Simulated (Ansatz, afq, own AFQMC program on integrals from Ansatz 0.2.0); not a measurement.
# CH2Ge+ (doublet): AFQMC on the coupled-cluster ladder, cc-pVTZ, part 2 of 2

Ansatz 0.2.0, Gaussian basis, and an in-house AFQMC program (afq) on its integrals; all values are calculated; cc-pVTZ, frozen cores.

## Step 13: Phaseless AFQMC, single-determinant trial on UHF

It reads the integrals that the CCSD(T) run on this determinant wrote.

On the command line:

```bash
$ afq ham --method phaseless --trial hf --walkers 800 --populations 10 --least-time 40 --time-step 0.005 --steps-per-block 20 --equilibration-blocks 112 --max-blocks 4000 --target-error 0.0009000000000000001 --factor-cut 1e-05 --start spin_pure --seed 5404 --taylor-order 6
```

Standard output:

```text
orbitals 86  electrons 5 4  factors 567 of 611
reference energy -2114.03938083 Eh
CCSD correlation -0.21940197 Eh in 17 cycles, weight of the determinant in the CISD state 0.7521
energy of the start -2114.051431 Eh
 block  time / (1/Eh)  mean weight  energy / Eh
     1     0.100  1.0014  -2114.104145
     2     0.200  1.0013  -2114.140977
     3     0.300  1.0011  -2114.165721
     4     0.400  1.0007  -2114.187698
     5     0.500  1.0005  -2114.204679
     6     0.600  1.0017  -2114.214350
     7     0.700  1.0002  -2114.228711
     8     0.800  1.0010  -2114.234758
     9     0.900  1.0000  -2114.237487
    10     1.000  1.0005  -2114.242901
    19     1.900  0.9995  -2114.275536
    37     3.700  0.9999  -2114.270642
    55     5.500  1.0003  -2114.277755
    73     7.300  0.9989  -2114.276706
    91     9.100  1.0002  -2114.281237
   109    10.900  1.0005  -2114.279965
   127    12.700  1.0005  -2114.276514
   145    14.500  1.0005  -2114.266699
   163    16.300  0.9996  -2114.276303
   181    18.100  1.0004  -2114.283729
   199    19.900  1.0003  -2114.260972
   217    21.700  0.9998  -2114.272411
   235    23.500  1.0005  -2114.266595
   253    25.300  0.9997  -2114.269330
   271    27.100  0.9993  -2114.271549
   289    28.900  1.0003  -2114.275136
   307    30.700  1.0005  -2114.278732
   325    32.500  0.9998  -2114.282952
   343    34.300  1.0001  -2114.273255
   361    36.100  1.0001  -2114.277973
   379    37.900  0.9998  -2114.280486
   397    39.700  1.0000  -2114.275006
   415    41.500  0.9996  -2114.266556
   433    43.300  1.0002  -2114.282532
   451    45.100  0.9985  -2114.286041
   469    46.900  0.9996  -2114.263872
   487    48.700  1.0003  -2114.275100
   505    50.500  0.9993  -2114.269217
   523    52.300  1.0009  -2114.285681
   541    54.100  1.0003  -2114.273235
   559    55.900  0.9999  -2114.278147
   577    57.700  1.0001  -2114.282749
   595    59.500  1.0001  -2114.270056
   613    61.300  0.9998  -2114.276141
   631    63.100  1.0001  -2114.270413
   649    64.900  1.0000  -2114.266870
   667    66.700  1.0001  -2114.272192
   685    68.500  1.0003  -2114.277310
   703    70.300  1.0007  -2114.277775
   721    72.100  1.0006  -2114.281942
   739    73.900  0.9993  -2114.275520
error from the spread of 10 populations
energy -2114.274153 +/- 0.000890 Eh
```

Run time: 59 s. Hardware: 1 × NVIDIA H100 80GB HBM3 with 2 threads of AMD EPYC 7R13 (Zen 3), shared host; peak host memory 1.8 GiB.

Energy -57532.3306 ± 0.0242 eV. Caveats: constraint bias not in the error.

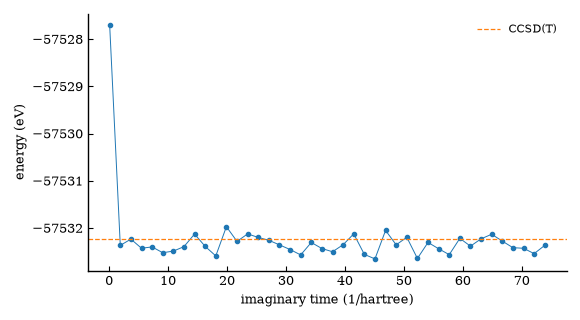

Block energies along the walk.

## Step 14: Free-projection AFQMC, CISD trial on UHF

It reads the integrals that the CCSD(T) run on this determinant wrote.

On the command line:

```bash
$ afq ham --method free --trial cisd --walkers 800 --time-step 0.03 --max-blocks 4000 --target-error 0.00036 --factor-cut 1e-05 --seed 5198 --times 0,0.3,0.6,1.2,1.8,2.4,3.6,4.8,6 --taylor-order 8
```

Standard output:

```text
orbitals 86  electrons 5 4  factors 567 of 611
reference energy -2114.03938083 Eh
CCSD correlation -0.21940197 Eh in 17 cycles, weight of the determinant in the CISD state 0.7521
repeat  energy at the last time / Eh  error
    10  -2114.273018  0.002368
    20  -2114.274344  0.001493
    30  -2114.273649  0.001154
    40  -2114.274439  0.001009
    50  -2114.275067  0.000909
    60  -2114.274519  0.000890
    70  -2114.274694  0.000796
    80  -2114.274902  0.000755
    90  -2114.274947  0.000703
   100  -2114.275123  0.000661
   110  -2114.274849  0.000614
   120  -2114.274771  0.000576
time / (1/Eh)  energy / Eh  error  mean overlap
  0.00  -2114.258649  0.000058  1.3294
  0.30  -2114.266338  0.000070  1.3271
  0.60  -2114.269269  0.000091  1.3261
  1.20  -2114.271479  0.000135  1.3254
  1.80  -2114.272527  0.000155  1.3271
  2.40  -2114.272829  0.000162  1.3375
  3.60  -2114.273551  0.000254  1.3406
  4.80  -2114.273506  0.000371  1.3426
  6.00  -2114.274795  0.000559  1.3538
energy -2114.274795 +/- 0.000559 Eh
```

Run time: 2 min. Hardware: 1 × NVIDIA H100 80GB HBM3 with 2 threads of AMD EPYC 7R13 (Zen 3), shared host; peak host memory 1.8 GiB.

Energy -57532.3481 ± 0.0152 eV. Caveats: remainder of the start not in the error; start is not spin pure; error above the target.

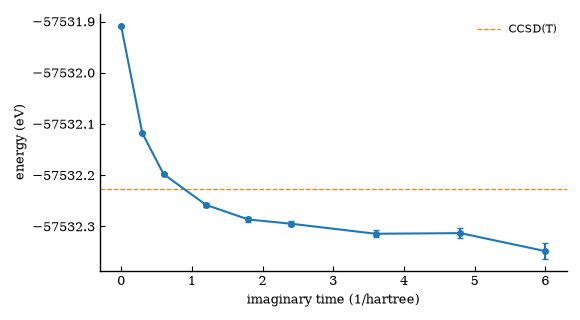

Energy against projection time, with error bars.

## Step 15: CCSD(T) on ROHF

Contents of in.yaml:

```yaml
crystal:
  periodic: [false, false, false]
  atoms:
    - {symbol: Ge, position_ang: [0.000000, -0.042396, 0.251137]}
    - {symbol: C, position_ang: [0.000000, 0.196479, -1.432580]}
    - {symbol: H, position_ang: [0.000000, 0.984283, 1.379496]}
    - {symbol: H, position_ang: [0.000000, -0.270164, -2.407607]}
basis:
  gaussian: {orbitals: cc-pVTZ}
total_charge: 1
magnetization: {spin_polarized: false, initial_magnetization: 1}
correlation: {method: ccsd_t, electrons: outside_noble_gas, hamiltonian_folder: ham}
```

On the command line:

```bash
$ ansatz run in.yaml --threads 1 --pin off --events-out ev --progress --plain --max-ram 16896MiB --backend cuda --devices 0, --max-vram 18GiB
```

Standard output, shortened:

```text
Functional definition: HF
  name "HF"
  cite "Fock, Z. Phys. 61, 126 (1930) doi:10.1007/BF01340294"
  parent pbe
[...]
611 factors; integrals over basis functions are off by at most 1.3e-3 eV
[...]
mean field -57525.06985519 eV, -2114.0073252853 hartree, gradient 2.7e-6 eV, S^2 0.750000; 11 other end points of the search recorded, 0 dependent functions left out
[...]
15 core orbitals not correlated: weight in the atoms' cores, before any rotation towards them, 0.999 or more for the frozen orbitals, at most 0.002 for the correlated occupied ones
reference -57525.06985519 eV, -2114.0073252853 hartree; 5, 4 occupied and 81, 82 virtual orbitals, 611 factors
second order -5.99131957 eV of doubles, -0.06244006 eV of singles
cycle   1  -6.86760185 eV  change   -2.6e-9 eV  update   1.5e-6
perturbative correction -0.36465646 eV, -0.0134008777 hartree
Total energy: -57532.30211349 eV, -2114.2731058759 hartree
```

It took 4.7 s on 1 × NVIDIA H100 80GB HBM3 with 1 thread of AMD EPYC 7R13 (Zen 3), shared host; peak host memory 1.8 GiB.

From the report: correlation -7.2323 eV; T1 0.038; largest double amplitude 0.19.

This run also writes the integrals to the folder ham.

## Step 16: CCSDT(Q) on ROHF

Changes to in.yaml since step 15:

```diff
@@ -11,2 +11,2 @@
 magnetization: {spin_polarized: false, initial_magnetization: 1}
-correlation: {method: ccsd_t, electrons: outside_noble_gas, hamiltonian_folder: ham}
+correlation: {method: ccsdt_q, electrons: outside_noble_gas}
```

Launched as before.

Standard output, shortened:

```text
Functional definition: HF
  name "HF"
  cite "Fock, Z. Phys. 61, 126 (1930) doi:10.1007/BF01340294"
  parent pbe
[...]
1196 factors; integrals over basis functions are off by at most 1.8e-7 eV
[...]
mean field -57525.06990984 eV, -2114.0073272937 hartree, gradient 2.4e-6 eV, S^2 0.750000; 11 other end points of the search recorded, 0 dependent functions left out
[...]
reference -57525.06990984 eV, -2114.0073272937 hartree; 5, 4 occupied and 81, 82 virtual orbitals, 1196 factors
second order -5.99135007 eV of doubles, -0.06244022 eV of singles
cycle   1  -6.46614439 eV  change   -4.1e-1 eV  update   1.1e-1
[...]
cycle  25  -7.26640844 eV  change    6.3e-8 eV  update   5.2e-7
perturbative correction -0.03023409 eV, -0.0011110822 hartree
Total energy: -57532.36655237 eV, -2114.2754739609 hartree
```

It took 16 s on 1 × NVIDIA H100 80GB HBM3 with 1 thread of AMD EPYC 7R13 (Zen 3), shared host; peak host memory 1.8 GiB.

From the report: correlation -7.2966 eV; T1 0.037; largest double amplitude 0.22.

## Step 17: Phaseless AFQMC, CISD trial on ROHF

It reads the integrals that the CCSD(T) run on this determinant wrote.

On the command line:

```bash
$ afq ham --method phaseless --trial cisd --walkers 800 --populations 20 --least-time 60 --time-step 0.005 --steps-per-block 50 --equilibration-blocks 28 --max-blocks 4000 --target-error 0.00018 --factor-cut 1e-05 --start spin_pure --seed 5941 --release-times 0.24,0.51,0.99,1.62,2.4 --release-step 0.03 --release-every 3 --taylor-order 6
```

Standard output:

```text
orbitals 86  electrons 5 4  factors 567 of 611
reference energy -2114.00732529 Eh
CCSD correlation -0.25237979 Eh in 16 cycles, weight of the determinant in the CISD state 0.8406
energy of the start -2114.259704 Eh
 block  time / (1/Eh)  mean weight  energy / Eh
     1     0.250  1.0007  -2114.257694
     2     0.500  1.0009  -2114.260425
     3     0.750  0.9995  -2114.263023
     4     1.000  0.9997  -2114.265989
     5     1.250  1.0001  -2114.266060
     6     1.500  0.9998  -2114.269482
     7     1.750  0.9998  -2114.269015
     8     2.000  1.0000  -2114.270808
     9     2.250  1.0001  -2114.272335
    10     2.500  0.9997  -2114.272669
    19     4.750  1.0005  -2114.274439
    28     7.000  1.0009  -2114.272993
    37     9.250  1.0000  -2114.271756
    46    11.500  0.9998  -2114.270996
    55    13.750  0.9994  -2114.270944
    64    16.000  0.9998  -2114.270388
    73    18.250  0.9999  -2114.276934
    82    20.500  1.0002  -2114.272560
    91    22.750  1.0003  -2114.270198
   100    25.000  1.0003  -2114.272135
   109    27.250  1.0001  -2114.270353
   118    29.500  0.9995  -2114.276937
   127    31.750  0.9997  -2114.273129
   136    34.000  1.0003  -2114.271908
   145    36.250  0.9998  -2114.273496
   154    38.500  1.0001  -2114.274391
   163    40.750  0.9995  -2114.271249
   172    43.000  1.0003  -2114.275512
   181    45.250  1.0008  -2114.275512
   190    47.500  1.0000  -2114.276763
   199    49.750  0.9993  -2114.273748
   208    52.000  0.9999  -2114.280911
   217    54.250  1.0001  -2114.275771
   226    56.500  1.0004  -2114.275523
   235    58.750  0.9998  -2114.274526
   244    61.000  0.9999  -2114.272514
   253    63.250  1.0004  -2114.271290
   262    65.500  1.0001  -2114.273918
   271    67.750  1.0000  -2114.274493
   280    70.000  1.0013  -2114.272647
   289    72.250  0.9997  -2114.271949
   298    74.500  1.0005  -2114.273878
   307    76.750  0.9999  -2114.272085
   316    79.000  0.9999  -2114.271157
   325    81.250  1.0002  -2114.273722
   334    83.500  0.9996  -2114.273363
   343    85.750  1.0007  -2114.269749
   352    88.000  1.0006  -2114.270165
   361    90.250  0.9994  -2114.270283
   370    92.500  1.0000  -2114.275573
   379    94.750  1.0007  -2114.272752
   388    97.000  1.0003  -2114.272395
error from the spread of 20 populations
released: time / (1/Eh)  energy / Eh  error  mean overlap
  0.24  -2114.273859  0.000153  1.0007
  0.51  -2114.274237  0.000139  0.9993
  0.99  -2114.274745  0.000179  0.9933
  1.62  -2114.274710  0.000148  0.9922
  2.40  -2114.275277  0.000184  0.9801
energy -2114.273419 +/- 0.000172 Eh
```

Run time: 2.8 min. Hardware: 1 × NVIDIA H100 80GB HBM3 with 2 threads of AMD EPYC 7R13 (Zen 3), shared host; peak host memory 1.8 GiB.

Energy -57532.3106 ± 0.0047 eV. Caveats: constraint bias not in the error.

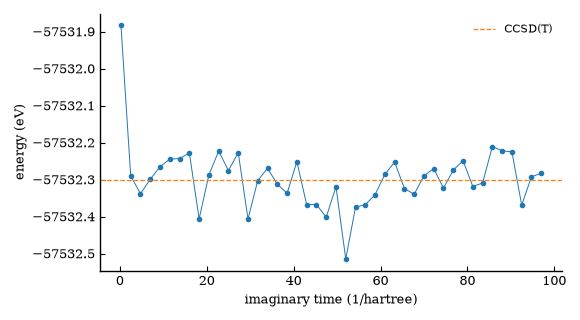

Block energies along the walk.

## Step 18: Phaseless AFQMC, single-determinant trial on ROHF

It reads the integrals that the CCSD(T) run on this determinant wrote.

On the command line:

```bash
$ afq ham --method phaseless --trial hf --walkers 800 --populations 10 --least-time 40 --time-step 0.005 --steps-per-block 20 --equilibration-blocks 112 --max-blocks 4000 --target-error 0.0009000000000000001 --factor-cut 1e-05 --start spin_pure --seed 5404 --taylor-order 6
```

Standard output:

```text
orbitals 86  electrons 5 4  factors 567 of 611
reference energy -2114.00732529 Eh
CCSD correlation -0.25237979 Eh in 16 cycles, weight of the determinant in the CISD state 0.8406
energy of the start -2114.007329 Eh
 block  time / (1/Eh)  mean weight  energy / Eh
     1     0.100  1.0015  -2114.063140
     2     0.200  1.0014  -2114.102356
     3     0.300  1.0013  -2114.129547
     4     0.400  1.0008  -2114.153161
     5     0.500  1.0006  -2114.172645
     6     0.600  1.0019  -2114.183785
     7     0.700  1.0003  -2114.199993
     8     0.800  1.0011  -2114.207100
     9     0.900  1.0001  -2114.212311
    10     1.000  1.0006  -2114.218222
    34     3.400  0.9999  -2114.261113
    67     6.700  0.9998  -2114.268616
   100    10.000  1.0001  -2114.272064
   133    13.300  0.9996  -2114.277297
   166    16.600  0.9997  -2114.269599
   199    19.900  1.0004  -2114.251140
   232    23.200  0.9995  -2114.258686
   265    26.500  1.0003  -2114.275868
   298    29.800  1.0005  -2114.272011
   331    33.100  0.9995  -2114.252273
   364    36.400  0.9999  -2114.267448
   397    39.700  1.0002  -2114.271907
   430    43.000  1.0004  -2114.269299
   463    46.300  0.9997  -2114.267511
   496    49.600  1.0008  -2114.255228
   529    52.900  1.0005  -2114.262096
   562    56.200  0.9984  -2114.268806
   595    59.500  1.0002  -2114.265052
   628    62.800  0.9984  -2114.265990
   661    66.100  0.9995  -2114.274441
   694    69.400  1.0005  -2114.269998
   727    72.700  1.0005  -2114.259855
   760    76.000  0.9999  -2114.279566
   793    79.300  1.0003  -2114.266885
   826    82.600  1.0000  -2114.259956
   859    85.900  1.0006  -2114.284933
   892    89.200  1.0000  -2114.272276
   925    92.500  1.0005  -2114.266644
   958    95.800  0.9999  -2114.275308
   991    99.100  0.9992  -2114.265670
  1024   102.400  1.0007  -2114.274826
  1057   105.700  1.0005  -2114.272070
  1090   109.000  0.9998  -2114.259143
  1123   112.300  0.9995  -2114.259510
  1156   115.600  0.9992  -2114.263830
  1189   118.900  0.9996  -2114.281968
  1222   122.200  1.0005  -2114.270410
  1255   125.500  0.9997  -2114.267821
  1288   128.800  0.9997  -2114.259566
  1321   132.100  0.9998  -2114.256747
error from the spread of 10 populations
energy -2114.268490 +/- 0.000971 Eh
```

It took 95 s on 1 × NVIDIA H100 80GB HBM3 with 2 threads of AMD EPYC 7R13 (Zen 3), shared host; peak host memory 1.8 GiB.

Energy -57532.1765 ± 0.0264 eV. Caveats: constraint bias not in the error.

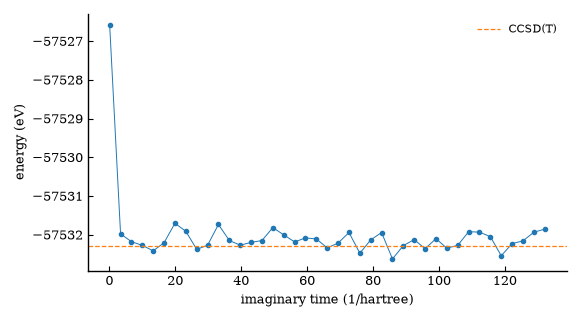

Block energies along the walk.

## Step 19: Free-projection AFQMC, CISD trial on ROHF

It reads the integrals that the CCSD(T) run on this determinant wrote.

On the command line:

```bash
$ afq ham --method free --trial cisd --walkers 800 --time-step 0.03 --max-blocks 4000 --target-error 0.00036 --factor-cut 1e-05 --seed 5198 --times 0,0.3,0.6,1.2,1.8,2.4,3.6,4.8,6 --taylor-order 8
```

Standard output:

```text
orbitals 86  electrons 5 4  factors 567 of 611
reference energy -2114.00732529 Eh
CCSD correlation -0.25237979 Eh in 16 cycles, weight of the determinant in the CISD state 0.8406
repeat  energy at the last time / Eh  error
    10  -2114.274643  0.002082
    20  -2114.275800  0.001414
    30  -2114.274870  0.000962
    40  -2114.275893  0.001017
    50  -2114.275872  0.000865
    60  -2114.275683  0.000723
    70  -2114.275793  0.000670
    80  -2114.276014  0.000609
time / (1/Eh)  energy / Eh  error  mean overlap
  0.00  -2114.259710  0.000062  1.1897
  0.30  -2114.268206  0.000082  1.1865
  0.60  -2114.271224  0.000095  1.1870
  1.20  -2114.273362  0.000127  1.1919
  1.80  -2114.274329  0.000143  1.1921
  2.40  -2114.274551  0.000166  1.2042
  3.60  -2114.274802  0.000281  1.2292
  4.80  -2114.275687  0.000356  1.2172
  6.00  -2114.275997  0.000603  1.2385
energy -2114.275997 +/- 0.000603 Eh
```

It took 2 min on 1 × NVIDIA H100 80GB HBM3 with 2 threads of AMD EPYC 7R13 (Zen 3), shared host; peak host memory 1.8 GiB.

Energy -57532.3808 ± 0.0164 eV. Caveats: remainder of the start not in the error; error above the target.

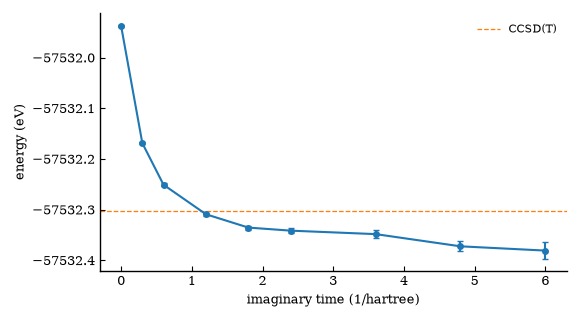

Energy against projection time, with error bars.

## Step 20: AFQMC on the ladder

On the UHF determinant, counted from CCSDT(Q) (a yardstick, not exact):

```
                                                             level  energy (eV)  from CCSDT(Q) (meV)  statistical error (meV)     time
                                                                HF  -57525.9421              +6425.9                                  
                                                               MP2  -57530.7434              +1624.6                                  
                                                              CCSD  -57531.9124               +455.6                                  
                                                           CCSD(T)  -57532.2273               +140.7                                  
                                                          CCSDT(Q)  -57532.3680                  0.0                                  
              Phaseless AFQMC, CISD trial, step 0.005, 800 walkers  -57532.3390                +29.0                      4.9  3.1 min
Phaseless AFQMC, single-determinant trial, step 0.005, 800 walkers  -57532.3306                +37.4                     24.2     59 s
         Free-projection AFQMC, CISD trial, step 0.03, 800 walkers  -57532.3481                +19.9                     15.2    2 min
```

On the ROHF determinant, counted from CCSDT(Q) (a yardstick, not exact):

```
                                                             level  energy (eV)  from CCSDT(Q) (meV)  statistical error (meV)     time
                                                                HF  -57525.0699              +7296.7                                  
                                                               MP2  -57531.1236              +1242.9                                  
                                                              CCSD  -57531.9375               +429.1                                  
                                                           CCSD(T)  -57532.3021                +64.4                                  
                                                          CCSDT(Q)  -57532.3666                  0.0                                  
              Phaseless AFQMC, CISD trial, step 0.005, 800 walkers  -57532.3106                +55.9                      4.7  2.8 min
Phaseless AFQMC, single-determinant trial, step 0.005, 800 walkers  -57532.1765               +190.0                     26.4     95 s
         Free-projection AFQMC, CISD trial, step 0.03, 800 walkers  -57532.3808                -14.2                     16.4    2 min
```

The functionals' totals stand on their own zeros and serve differences with other points: PBE -57566.340 eV; r2SCAN -57575.395 eV; PBE0 -57567.752 eV; B3LYP -57577.649 eV; wB97M-V -57572.515 eV; B2PLYP -57563.986 eV.

## Step 21: Outcome

This closing draws on all 2 parts.

| quantity | value |
| --- | --- |
| CCSD(T) on UHF from CCSDT(Q) | +140.7 meV |
| Phaseless AFQMC, CISD trial on UHF from CCSDT(Q) | +29.0 ± 4.9 meV |
| Phaseless AFQMC, single-determinant trial on UHF from CCSDT(Q) | +37.4 ± 24.2 meV |
| Free-projection AFQMC, CISD trial on UHF from CCSDT(Q) | +19.9 ± 15.2 meV |
| CCSD(T) on ROHF from CCSDT(Q) | +64.4 meV |
| Phaseless AFQMC, CISD trial on ROHF from CCSDT(Q) | +55.9 ± 4.7 meV |
| Phaseless AFQMC, single-determinant trial on ROHF from CCSDT(Q) | +190.0 ± 26.4 meV |
| Free-projection AFQMC, CISD trial on ROHF from CCSDT(Q) | -14.2 ± 16.4 meV |

**Reading.** On UHF the phaseless walk with the CISD trial lies +29.0 meV from CCSDT(Q), 6 times its error bar. Free projection has no constraint; at the last time it gives +19.9 ± 15.2 meV, and from a start that isn't spin pure other spins can mix in. On ROHF the phaseless walk with the CISD trial lies +55.9 meV from CCSDT(Q), 12 times its error bar. A single-determinant trial moves the result by +134.1 meV. Free projection has no constraint; at the last time it gives -14.2 ± 16.4 meV. Error bars are statistical and leave out the constraint, the time step and what remains of the start.
